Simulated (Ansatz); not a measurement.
Si2H5OF3: several calculations on one system

**1. Relaxation**

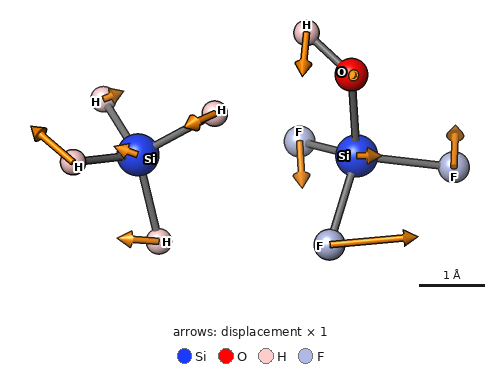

A relaxation of Si2H5OF3. The starting structure is drawn; orange arrows show the displacements, at their true length. The two geometries are superimposed by the best rigid fit.

Style: ball-and-stick. Shown at a tilt.

The run prepares an end point of a later path (reaction) calculation, from a guessed geometry.

All numbers below come from RKS B3LYP/def2-SVP in Ansatz 0.2.0.

Input file:
```yaml
crystal:
  periodic: [false, false, false]
  atoms:
    - { symbol: Si, position_ang: [-0.169762, 0.34669, 0.024265] }
    - { symbol: O, position_ang: [-0.597837, 0.530795, 1.607617] }
    - { symbol: H, position_ang: [-0.831189, -0.244429, 2.129541] }
    - { symbol: F, position_ang: [1.393554, 0.578496, -0.221082] }
    - { symbol: F, position_ang: [-0.926541, 1.457753, -0.838649] }
    - { symbol: F, position_ang: [-0.574435, -1.090199, -0.568719] }
    - { symbol: Si, position_ang: [1.499138, -2.403018, 1.230263] }
    - { symbol: H, position_ang: [0.559217, -3.555035, 1.111981] }
    - { symbol: H, position_ang: [2.134932, -2.108944, -0.080466] }
    - { symbol: H, position_ang: [2.553854, -2.725306, 2.240335] }
    - { symbol: H, position_ang: [0.74687, -1.235703, 1.716614] }
basis:
  gaussian: { orbitals: def2-SVP }
hamiltonian:
  xc: b3lyp
relax:
  f_tol: 0.03
  max_steps: 50
output:
  orbitals: {}
```

Run as
```bash
ansatz run input.yaml --threads 4 --pin off --max-ram 5120MiB --backend cpu --events-out ev --progress --plain --runs-dir out
```

> What happened in the run?

The energy falls by 28.0 kJ/mol in 25 accepted moves (28 points after the start). The largest force component goes from 0.88 to 0.02 eV/Å. The line search rejected the trial steps at points 3, 10, 12 of the run. The forces were under the threshold at step 11, but the run went on from there. F4 moves most after the best rigid fit: 1.41 Å. Largest moves by element: F 1.41 Å, H 0.98 Å, Si 0.42 Å, O 0.20 Å. Some distances before and after: Si1–Si7 3.435 → 4.247 Å, Si1–O2 1.650 → 1.621 Å, Si7–H11 1.471 → 1.498 Å, Si7–H10 1.496 → 1.489 Å. Bond angles that change, for instance: F4–Si1–F6 108.6° → 106.4°. Groups turn about Si1–O2 by about 25°.

**2. Relaxation**

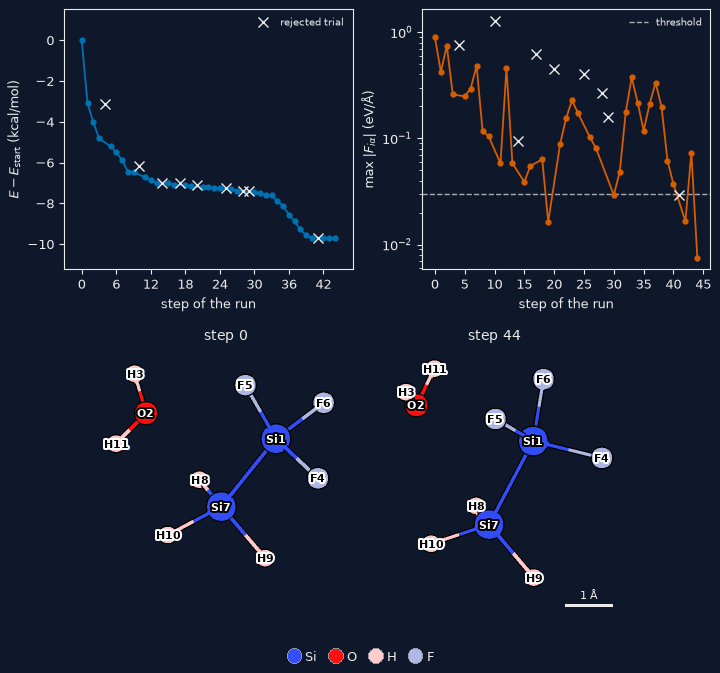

First and last geometry of a relaxation of Si₂H₅OF₃, with the history of the run. The picture is a ball-and-stick view, seen at a tilt.

The run prepares an end point of a later path (reaction) calculation, from a guessed geometry.

These are results of Ansatz, RKS B3LYP/def2-SVP, not measurements.

Input file:
```yaml
crystal:
  periodic: [false, false, false]
  atoms:
    - { symbol: Si, position_ang: [0.368228, -0.295946, -0.501313] }
    - { symbol: O, position_ang: [-0.25022, -0.386203, 2.321671] }
    - { symbol: H, position_ang: [-1.1763, -0.456595, 2.59662] }
    - { symbol: F, position_ang: [1.496081, 0.330546, -1.480196] }
    - { symbol: F, position_ang: [-0.39545, 0.995142, 0.086316] }
    - { symbol: F, position_ang: [-0.716364, -1.032825, -1.454843] }
    - { symbol: Si, position_ang: [1.352425, -1.881474, 0.762063] }
    - { symbol: H, position_ang: [0.38711, -2.860617, 1.325468] }
    - { symbol: H, position_ang: [2.260901, -2.632358, -0.153822] }
    - { symbol: H, position_ang: [2.194359, -1.340245, 1.859513] }
    - { symbol: H, position_ang: [0.267031, -0.888325, 2.990223] }
basis:
  gaussian: { orbitals: def2-SVP }
hamiltonian:
  xc: b3lyp
relax:
  f_tol: 0.03
  max_steps: 50
output:
  orbitals: {}
```

Launched with:
```bash
ansatz run input.yaml --threads 4 --pin off --max-ram 5120MiB --backend cpu --events-out ev --progress --plain --runs-dir out
```

Q: Read the history and describe the run.

A: It converged. The atom that moves furthest after the best rigid fit is H11 (2.01 Å). Largest moves by element: H 2.01 Å, F 1.15 Å, O 0.48 Å, Si 0.39 Å. Some distances before and after: O2–Si7 2.690 → 3.017 Å, Si1–Si7 2.254 → 2.331 Å, O2–H11 0.983 → 0.969 Å, Si1–F5 1.611 → 1.624 Å. Bond angles that change, for instance: F5–Si1–Si7 124.5° → 114.7°, F6–Si1–Si7 107.6° → 114.7°, Si1–Si7–H10 113.9° → 109.1°. Groups turn about Si1–Si7 by about 45°. After 35 accepted moves (44 points after the start) the energy has fallen by 9.69 kcal/mol. The largest force component goes from 0.9 to 0.0075 eV/Å. The line search rejected the trial steps at points 4, 10, 14, 17, 20, 25, 28, 29 and more of the run. The forces were under the threshold at step 19, but the run went on from there.

Limits of the set-up: the start holds two separate molecules, 2.3 Å apart at their closest, whose relative position is a soft coordinate and is computed without a dispersion correction.

**3. Path**

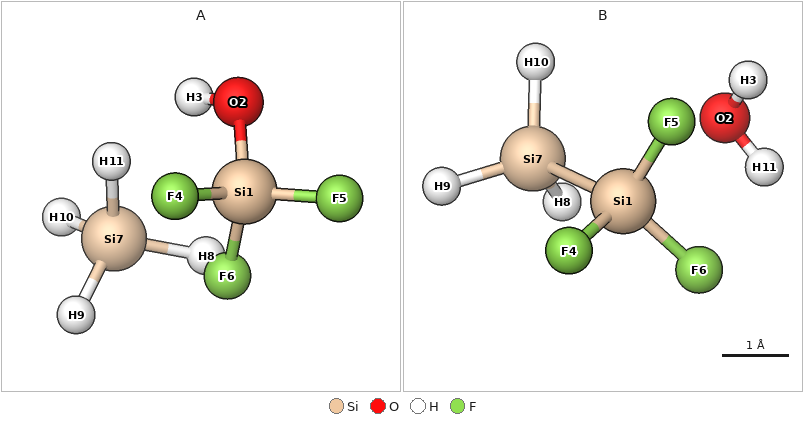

The two relaxed end points of a path for Si₂H₅OF₃. Style: ball-and-stick. Shown from a free direction.

The calculation used RKS B3LYP/def2-SVP (Ansatz).

Run with 5 movable images; climbing image; force threshold 0.05 eV/Å; iteration limit 60.

Start:
```xyz
11

Si   -0.3985    0.6574   -0.1422
O    -0.7287    0.5009    1.4373
H    -0.1254   -0.0103    1.9934
F     0.6883    1.7916   -0.4472
F    -1.7429    1.0429   -0.9082
F     0.1819   -0.7075   -0.7622
Si    1.5831   -2.7568    1.4236
H     0.2898   -3.3514    0.9932
H     2.4995   -2.5840    0.2661
H     2.2180   -3.6160    2.4611
H     1.3226   -1.4157    2.0367
```

End:
```xyz
11

Si    0.5497   -0.2054   -0.1690
O    -0.7091   -0.8993    2.1988
H    -0.6251    0.0146    2.5087
F     1.2222    0.2726   -1.5601
F     0.5788    1.1203    0.7682
F    -1.0096   -0.4620   -0.5428
Si    1.6550   -2.0546    0.7222
H     0.7015   -3.1913    0.8228
H     2.7753   -2.4354   -0.1874
H     2.2093   -1.6938    2.0541
H    -1.5602   -0.9146    1.7363
```

What barrier does the band find between them, and by what path?

The highest point, image 4, lies 266.5 kJ/mol above the start and 177.4 kJ/mol above the end; the end is at +89.1 kJ/mol relative to the start. Breaking: Si1–O2 (1.62 → 1.75 at the top → 2.77 Å), Si7–H11 (1.50 → 1.95 at the top → 3.56 Å). Forming: O2–H11 (2.87 → 1.40 at the top → 0.97 Å), Si1–Si7 (4.25 → 2.51 at the top → 2.33 Å). The band is converged. At the top, the vibrational analysis gives one imaginary mode (685i cm⁻¹), as a transition state must have.

Energies of the converged images:

| image | path (Å) | E (kJ/mol) |
| --- | --- | --- |
| 0 | 0.00 | 0.0 |
| 1 | 1.56 | 1.3 |
| 2 | 3.12 | 8.1 |
| 3 | 4.67 | 90.3 |
| 4 | 6.23 | 266.5 |
| 5 | 8.46 | 113.4 |
| 6 | 10.68 | 89.1 |

The geometry at the top of the path:

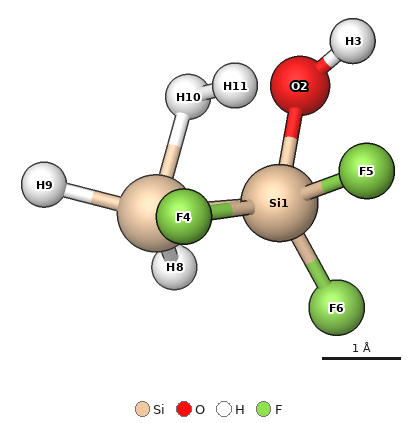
